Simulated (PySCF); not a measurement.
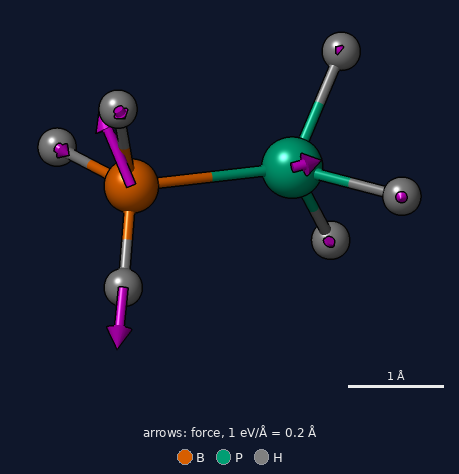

Starting geometry of BPH6 with the computed forces as purple arrows. A ball-and-stick model, seen from a free direction.

The start comes from GFN2-xTB. Its atoms were then displaced at random by about 0.03 Å.

All numbers below come from PySCF 2.14.0, density-fitted response routines, PBE0-D3(BJ)/def2-SVP geometry optimisation, gas phase. 

### Is this structure relaxed? If not, where do the atoms go?

It isn't relaxed: the largest force vector, on the B atom, is 4.49 eV/Å. The final displacements follow the starting forces only in part (cosine between the two patterns 0.63). Over 5 geometry steps the energy falls by 34.4 kJ/mol. The largest moves after the best rigid fit, 0.093 Å, are those of H atoms. By element the largest moves are H 0.093 Å, B 0.062 Å, P 0.053 Å. Near-neighbour distances that change, for instance: B–H 1.102 → 1.220 Å, B–P 1.838 → 1.923 Å, B–H 1.268 → 1.221 Å, H–P 1.403 → 1.417 Å. Among the angles between lasting bonds that change: H–B–H 105.4° → 114.6°, B–P–H 123.8° → 117.9°, H–P–H 94.0° → 99.6°.
